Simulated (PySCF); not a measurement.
# Aminodifluoroborane (BF₂H₂N): electronic excitations and core binding energies

What electronic excitations and core binding energies should Aminodifluoroborane (BF₂H₂N) (`NB(F)F`) show?

Programs: PySCF 2.14.0, with density-fitted response routines of our own. Each step states its level of theory. These are calculated values for one molecule in the gas phase, unless marked as measured. Atoms count from 0, in the outputs and in this text.

## Step 1: The starting structure

6 atoms, charge 0, multiplicity 1; geometry from: GFN2-xTB.

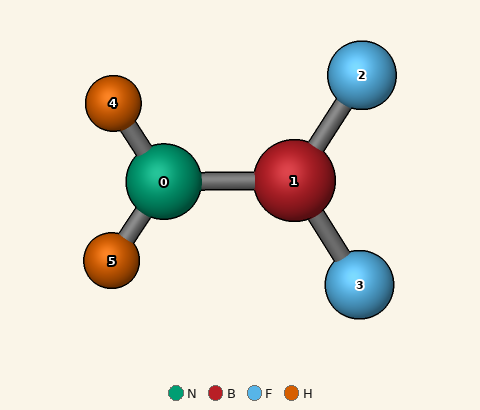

As it starts; nitrogen teal, boron red, fluorine blue, hydrogen orange, atoms numbered.

## Step 2: Excited states and response: PBE0/def2-SVPD

What the job is given:

```
{"job": {"kind": "uv", "xc": "PBE0", "basis": "def2-SVPD", "nstates": 8, "ntriplets": 3}, "charge": 0, "multiplicity": 1}
N     -0.739108    -0.076006    -0.004735
B      0.634996     0.066072    -0.002183
F      1.217386     1.253193    -0.098408
F      1.448109    -0.976495     0.096051
H     -1.366144     0.703880    -0.079482
H     -1.192117    -0.968654     0.067183
```

Method: TDDFT PBE0/def2-SVPD, vertical, gas phase, core orbitals frozen in the response.

Output:

```text
coarse grid: 5560 points
cycle   1  E = -280.0903598060  dE =  4.062e-01  |g| = 6.032e-01  |ddm| = 3.110e+00
cycle   2  E = -280.0530822223  dE =  3.728e-02  |g| = 7.905e-01  |ddm| = 1.187e+00
cycle   3  E = -280.1546275432  dE = -1.015e-01  |g| = 3.954e-02  |ddm| = 6.084e-01
cycle   4  E = -280.1548196310  dE = -1.921e-04  |g| = 2.137e-02  |ddm| = 4.261e-02
cycle   5  E = -280.1549105390  dE = -9.091e-05  |g| = 4.300e-03  |ddm| = 1.706e-02
cycle   6  E = -280.1549144886  dE = -3.950e-06  |g| = 7.029e-04  |ddm| = 4.406e-03
final grid: 56152 points
cycle   7  E = -280.1844042291  dE = -3.086e-05  |g| = 4.678e-03  |ddm| = 3.864e-02
cycle   8  E = -280.1844009537  dE =  3.275e-06  |g| = 6.148e-03  |ddm| = 7.728e-03
cycle   9  E = -280.1844087837  dE = -7.830e-06  |g| = 3.277e-04  |ddm| = 4.439e-03
cycle  10  E = -280.1844087969  dE = -1.320e-08  |g| = 1.880e-04  |ddm| = 3.734e-04
cycle  11  E = -280.1844088024  dE = -5.506e-09  |g| = 2.316e-05  |ddm| = 1.375e-04
cycle  12  E = -280.1844088026  dE = -1.218e-10  |g| = 3.880e-06  |ddm| = 3.966e-05
converged SCF energy = -280.1844088026

Static polarisability (au): isotropic 23.643, principal 19.626 23.805 27.497

Singlet excitations
state   eV       nm        f      main configurations
  1   7.5615    164.0   0.04451   H->L 0.98
  2   9.2151    134.5   0.00003   H->L+1 0.97
  3   9.3146    133.1   0.00000   H->L+3 0.96
  4   9.7761    126.8   0.26199   H->L+2 0.94
  5  10.5356    117.7   0.00818   H-1->L 0.98
  6  10.6183    116.8   0.00000   H->L+4 0.90
  7  10.9778    112.9   0.12837   H-2->L 0.98
  8  11.0186    112.5   0.05609   H->L+5 0.83, H->L+7 0.14

Triplet excitations (Tamm-Dancoff, eV): 7.2115 7.9151 9.0259
```

It took 3.5 s on 1 thread, shared host.

The orbitals next to the gap, with their largest atomic shares:

```tsv
orbital	eV	atoms
HOMO−3	-12.16	F2 47 %, F3 47 %, B1 6 %
HOMO−2	-12.06	F3 35 %, F2 34 %, N0 15 %
HOMO−1	-11.64	F2 47 %, F3 47 %
HOMO	-8.83	N0 66 %, B1 13 %, H4 6 %
LUMO	0.17	B1 56 %, H5 12 %, H4 12 %
LUMO+1	1.79	B1 25 %, H4 19 %, H5 19 %
LUMO+2	1.96	B1 41 %, N0 22 %, F3 17 %
```

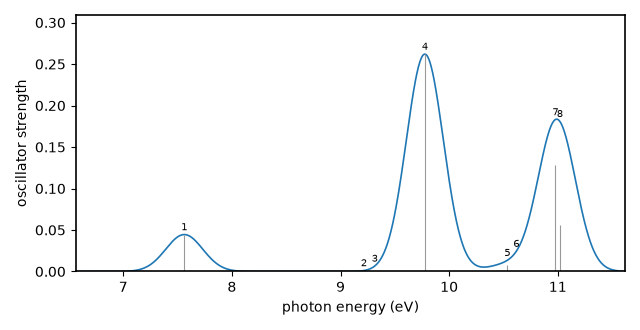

Absorption spectrum from the 8 singlet states computed; above the last one it falls off for lack of states. Lines are broadened to a width of 0.40 eV (Gaussian).

Ground-state properties from the same run:

```tsv
property	computed
dipole moment (D)	2.86
polarisability (Å³)	3.50
HOMO–LUMO gap (eV)	9.00
−ε(HOMO) (eV)	8.83
```

## Step 3: Core-electron binding energies: SCAN, X2C

Same as in step 2 but for these lines:

```diff
@@ -1,2 +1,2 @@
-{"job": {"kind": "uv", "xc": "PBE0", "basis": "def2-SVPD", "nstates": 8, "ntriplets": 3}, "charge": 0, "multiplicity": 1}
+{"job": {"kind": "xps"}, "charge": 0, "multiplicity": 1}
 N     -0.739108    -0.076006    -0.004735
```

With the program's defaults for keys left out, this is: delta-SCF UKS SCAN, pcX-2 on the ionised atom, pcseg-1 elsewhere, spin-free X2C.

Output:

```text
ground state, core basis on atom 0 (N), 97 functions
  cycle   1  E = -280.68936054  |g| = 6.76e-01
  cycle   2  E = -280.59852594  |g| = 1.02e+00
  cycle   3  E = -280.76613172  |g| = 5.12e-02
  cycle   4  E = -280.76648709  |g| = 2.82e-02
  cycle   5  E = -280.76661890  |g| = 8.40e-03
  cycle   6  E = -280.76663419  |g| = 1.72e-03
  cycle   7  E = -280.76663338  |g| = 3.03e-04
  E(ground) = -280.75846877 Eh
hole in N 1s of atom 0
  cycle   1  E = -265.17142882  |g| = 1.85e+00
  cycle   2  E = -264.81113285  |g| = 1.89e+00
  cycle   3  E = -265.79977392  |g| = 3.86e-01
  cycle   4  E = -265.81966440  |g| = 2.77e-01
  cycle   5  E = -265.84305342  |g| = 2.57e-02
  cycle   6  E = -265.84328126  |g| = 4.67e-03
  cycle   7  E = -265.84328929  |g| = 3.20e-03
  cycle   8  E = -265.84329187  |g| = 1.89e-03
  cycle   9  E = -265.84329286  |g| = 3.69e-04
  E(ion) = -265.83519075 Eh   <S^2> = 0.7630   hole on atom = 1.000   binding energy = 406.083 eV
ground state, core basis on atom 1 (B), 97 functions
  cycle   1  E = -280.75609578  |g| = 6.04e-02
  cycle   2  E = -280.75589512  |g| = 5.82e-02
  cycle   3  E = -280.75640337  |g| = 1.99e-02
  cycle   4  E = -280.75645779  |g| = 5.80e-03
  cycle   5  E = -280.75646429  |g| = 1.19e-03
  cycle   6  E = -280.75646278  |g| = 2.51e-04
  E(ground) = -280.75206399 Eh
hole in B 1s of atom 1
  cycle   1  E = -273.06126434  |g| = 1.17e+00
  cycle   2  E = -272.50427625  |g| = 1.53e+00
  cycle   3  E = -273.30870799  |g| = 5.02e-01
  cycle   4  E = -273.40086740  |g| = 2.11e-01
  cycle   5  E = -273.41587187  |g| = 1.16e-01
  cycle   6  E = -273.42073370  |g| = 1.86e-02
  cycle   7  E = -273.42091998  |g| = 6.11e-03
  cycle   8  E = -273.42097307  |g| = 3.16e-03
  cycle   9  E = -273.42099627  |g| = 2.23e-03
  cycle  10  E = -273.42100174  |g| = 1.84e-03
  cycle  11  E = -273.42100389  |g| = 2.55e-04
  E(ion) = -273.41992325 Eh   <S^2> = 0.7878   hole on atom = 1.000   binding energy = 199.518 eV
ground state, core basis on atom 2 (F), 97 functions
  cycle   1  E = -280.79737957  |g| = 1.21e-01
  cycle   2  E = -280.79690906  |g| = 7.46e-02
  cycle   3  E = -280.79707130  |g| = 6.54e-02
  cycle   4  E = -280.79762525  |g| = 3.23e-03
  cycle   5  E = -280.79762690  |g| = 6.97e-04
  cycle   6  E = -280.79762601  |g| = 1.71e-04
  E(ground) = -280.79419920 Eh
hole in F 1s of atom 2
  cycle   1  E = -254.44578281  |g| = 2.58e+00
  cycle   2  E = -254.45601286  |g| = 2.07e+00
  cycle   3  E = -255.26428314  |g| = 3.84e-01
  cycle   4  E = -255.27506947  |g| = 3.08e-01
  cycle   5  E = -255.31146163  |g| = 2.08e-02
  cycle   6  E = -255.31162235  |g| = 8.17e-03
  cycle   7  E = -255.31164244  |g| = 4.11e-03
  cycle   8  E = -255.31164833  |g| = 2.04e-03
  cycle   9  E = -255.31164876  |g| = 2.66e-04
  E(ion) = -255.31612280 Eh   <S^2> = 0.7563   hole on atom = 1.000   binding energy = 693.294 eV
```

Run time: 4.6 s. Hardware: 1 thread, shared host.

The holes in one table. −ε is the ground-state orbital energy:

```tsv
hole	stands for	environment	ΔSCF (eV)	−ε (eV)	⟨S²⟩
N1s on N0	N0	nitrogen bonded to B, 2 H	406.08	386.2	0.763
B1s on B1	B1	boron bonded to 2 F, N	199.52	182.5	0.788
F1s on F2	F2, F3	fluorine bonded to B	693.29	666.7	0.756
```

Each hole run stands for the others of its class of like atoms.

## Step 4: Results

```
                                quantity                        value
         lowest singlet (PBE0/def2-SVPD)  7.56 eV (164 nm), f = 0.045
brightest single state of those computed  state 4, 9.78 eV, f = 0.262
                          lowest triplet                      7.21 eV
        N1s binding energies, SCAN/pcX-2                 N0 406.08 eV
        B1s binding energies, SCAN/pcX-2                 B1 199.52 eV
        F1s binding energies, SCAN/pcX-2                 F2 693.29 eV
```

**Reading.** The lowest singlet, at 7.56 eV, is HOMO→LUMO 0.98 and is weak; of the 8 states computed, the strongest absorption comes from state 4 at 9.78 eV. The lowest triplet lies 0.35 eV below the lowest singlet (triplets in Tamm-Dancoff, singlets in full TDDFT). States above −ε(HOMO) lie where TDDFT describes them poorly and they hang on the basis; the brightest is among them.
